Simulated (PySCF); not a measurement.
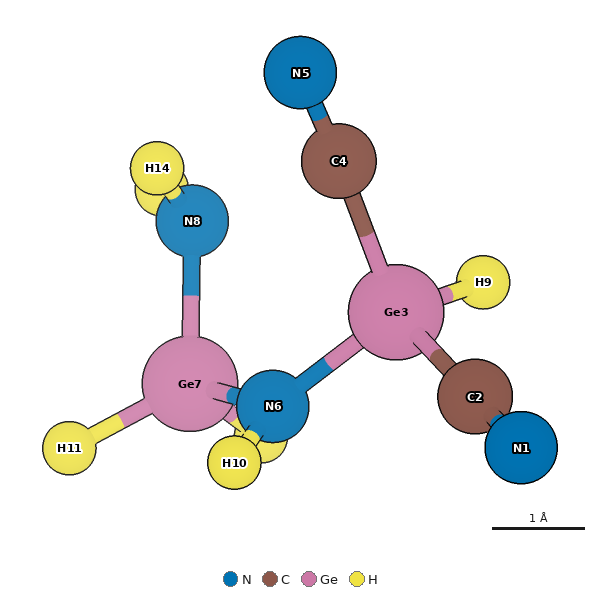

The structure as given in the input (ball-and-stick view, seen at a tilt; atoms are numbered from 1 in the order of the input). Sticks mark near contacts. Bond lengths as drawn: C–Ge 1.93 to 1.94 Å, C–N 1.14 Å, Ge–H 1.50 to 1.51 Å, Ge–N 1.79 to 1.83 Å and H–N 1.01 Å.

## Excited-state calculation of C$_{2}$H$_{6}$Ge$_{2}$N$_{4}$

C$_{2}$H$_{6}$Ge$_{2}$N$_{4}$, computed with TDDFT PBE0/def2-SVPD, vertical, gas phase, core orbitals frozen in the response (PySCF 2.14.0).

The geometry comes from this level: GFN2-xTB. It belongs to a series of runs on one base structure; here: H on Ge replaced by CN.

## The program's output
```
coarse grid: 60504 points
cycle   1  E = -4451.0902872891  dE = -3.183e-01  |g| = 8.958e-01  |ddm| = 5.333e+00
cycle   2  E = -4450.7166112977  dE =  3.737e-01  |g| = 1.591e+00  |ddm| = 2.975e+00
cycle   3  E = -4451.2139198568  dE = -4.973e-01  |g| = 3.628e-01  |ddm| = 1.917e+00
cycle   4  E = -4451.2396217473  dE = -2.570e-02  |g| = 6.581e-02  |ddm| = 3.486e-01
cycle   5  E = -4451.2403856996  dE = -7.640e-04  |g| = 3.349e-02  |ddm| = 1.090e-01
cycle   6  E = -4451.2406230369  dE = -2.373e-04  |g| = 3.947e-03  |ddm| = 3.525e-02
cycle   7  E = -4451.2406257991  dE = -2.762e-06  |g| = 1.947e-03  |ddm| = 6.456e-03
final grid: 124696 points
cycle   8  E = -4451.2406092096  dE =  1.460e-06  |g| = 3.240e-03  |ddm| = 8.430e-03
cycle   9  E = -4451.2406046907  dE =  4.519e-06  |g| = 5.525e-03  |ddm| = 9.650e-03
cycle  10  E = -4451.2406115601  dE = -6.869e-06  |g| = 2.335e-04  |ddm| = 6.097e-03
cycle  11  E = -4451.2406115715  dE = -1.137e-08  |g| = 4.932e-05  |ddm| = 2.575e-04
cycle  12  E = -4451.2406115720  dE = -4.793e-10  |g| = 1.340e-05  |ddm| = 5.608e-05
```

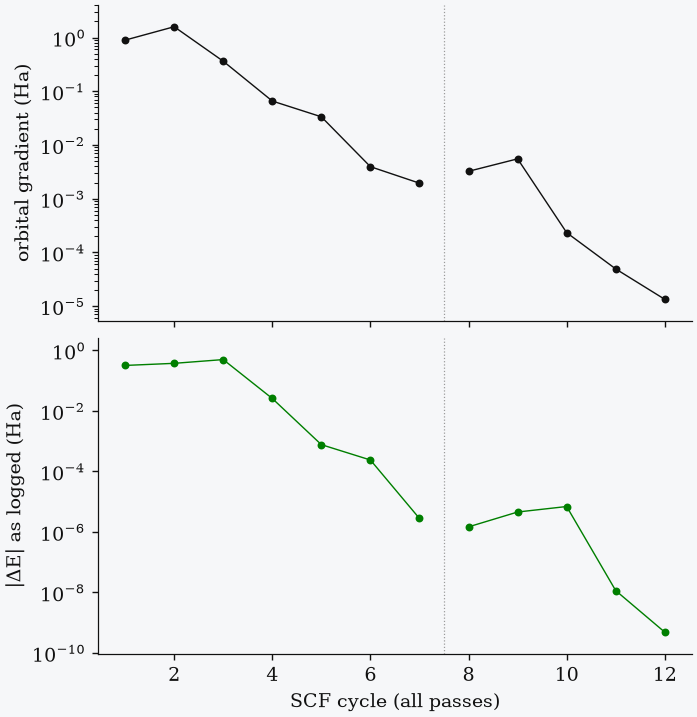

Convergence of the self-consistent field: orbital gradient and size of the energy change against the SCF cycle. The dotted line marks the change from a coarse to the final integration grid. The first 7 cycles use a coarse grid, the final grid takes over at cycle 8, and the field converges after 12 cycles in all.

```
converged SCF energy = -4451.2406115720

Static polarisability (au): isotropic 99.731, principal 81.343 102.464 115.386

Singlet excitations
state   eV       nm        f      main configurations
  1   5.6508    219.4   0.01550   H->L 0.61, H-1->L 0.38
  2   5.9793    207.4   0.01984   H-1->L 0.60, H->L 0.38
  3   6.2278    199.1   0.02290   H->L+1 0.73, H-1->L+1 0.21
  4   6.4043    193.6   0.00635   H-1->L+1 0.60, H->L+2 0.19, H->L+1 0.09
  5   6.5943    188.0   0.00504   H->L+3 0.34, H->L+2 0.31, H->L+1 0.15
  6   6.7837    182.8   0.01014   H->L+3 0.43, H->L+2 0.30, H-1->L+2 0.15
  7   6.9382    178.7   0.01560   H-1->L+2 0.54, H-1->L+3 0.30
  8   7.0706    175.4   0.03121   H-1->L+3 0.56, H-1->L+2 0.17, H->L+2 0.10

Triplet excitations (Tamm-Dancoff, eV): 5.3089 5.7965 5.9708
```

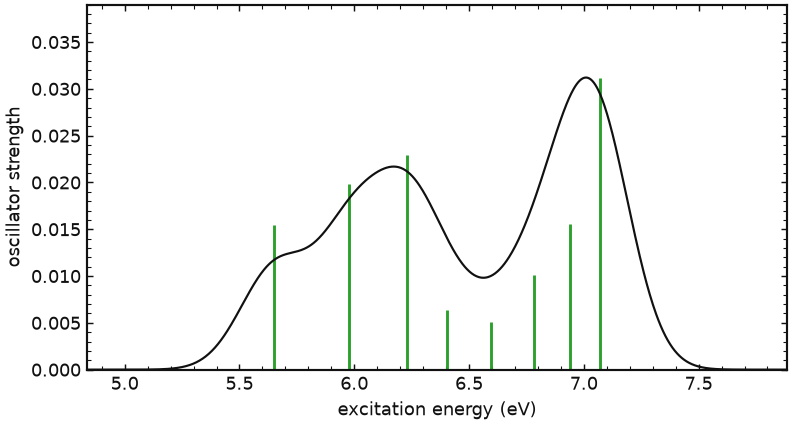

Computed excitations as sticks (degenerate states added up, dark ones marked on the axis), with a Gaussian envelope of 0.35 eV full width at half maximum, scaled to the tallest. Of the 8 states the lowest lies at 5.65 eV (f = 0.015); the strongest line is at 7.07 eV, or 175 nm (f = 0.031).

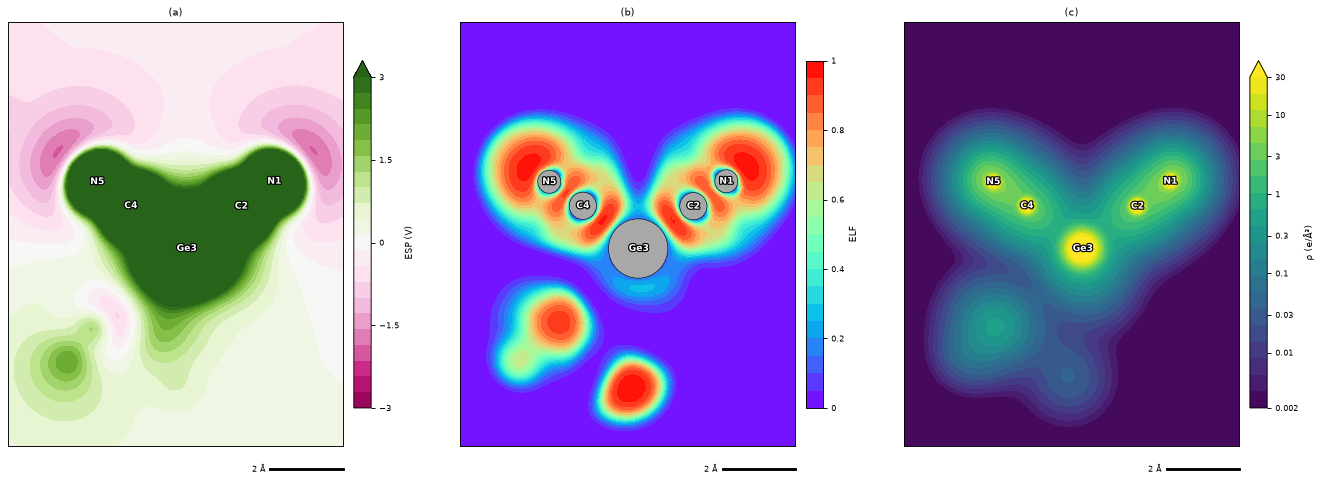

(a) electrostatic potential; (b) ELF; (c) electron density on the plane of atoms C2, Ge3 and C4. Grey discs, where drawn, cover atomic cores. C–Ge (1.93 Å): ρ at the midpoint is about 0.87 e/Å³; the ELF peaks at about 0.95 in the valence shell of C, 0.7 Å from its nucleus, and is about 0.65 at the midpoint.

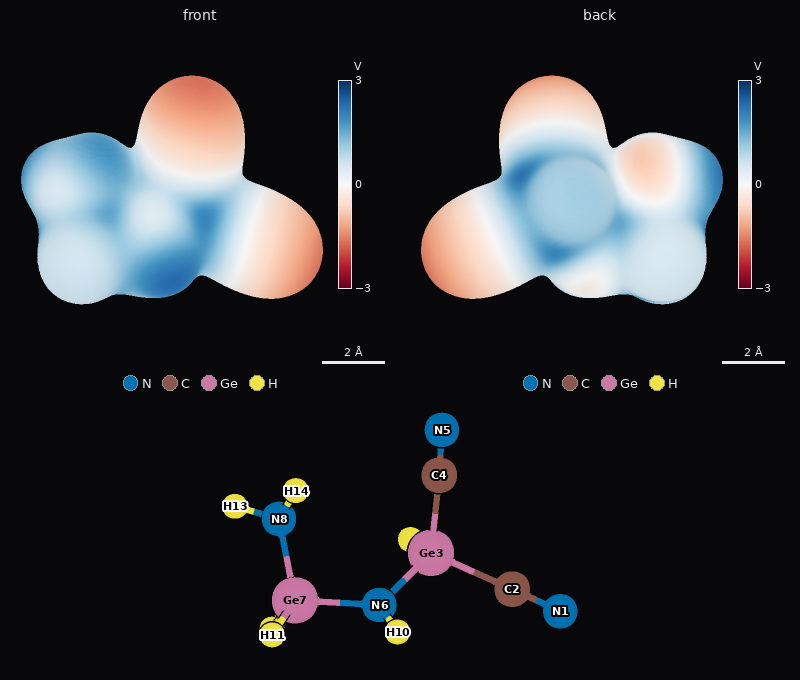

The electrostatic potential painted on the density surface at 0.002 e/bohr³, seen face on and from behind; the colour scale runs from red (negative) to blue (positive). The bare structure is drawn below in the same view. Its dipole moment is 5.45 D.

This output came from the following input.

## The input
```
{"job": {"kind": "uv", "xc": "PBE0", "basis": "def2-SVPD", "nstates": 8, "ntriplets": 3}, "charge": 0, "multiplicity": 1}
N     -4.097509     0.902980    -0.618523
C     -3.080804     0.455541    -0.345522
Ge    -1.357829    -0.279421     0.099505
C     -1.176784    -0.000309     2.005980
N     -1.015067     0.183739     3.123929
N     -0.125029     0.631883    -0.834036
Ge     1.614529     0.106150    -1.043989
N      2.008848    -0.762772     0.486039
H     -1.287988    -1.751954    -0.171898
H     -0.344838     1.586365    -1.074124
H      2.370968     1.365920    -1.402422
H      1.713262    -0.927404    -2.126703
H      2.888713    -1.257660     0.527214
H      1.888850    -0.253531     1.352384
```

The first line tells a small driver script what to run in PySCF; the rest is the geometry in Å.

Launched with:
```bash
OMP_NUM_THREADS=1 python <driver script> task.json out
```

## Results in brief

```tsv
quantity	value
outcome	converged
total energy	−4451.240612 hartree
HOMO	−8.05 eV
LUMO	−1.30 eV
dipole moment	5.45 D
mean polarisability	99.73 a.u.
lowest singlet excitation	5.65 eV
hardware	1 CPU thread, shared host
wall time	3.1 min
peak memory	0.99 GiB
```

## Remarks

Spin–orbit coupling is left out, which matters for the heavy atoms.
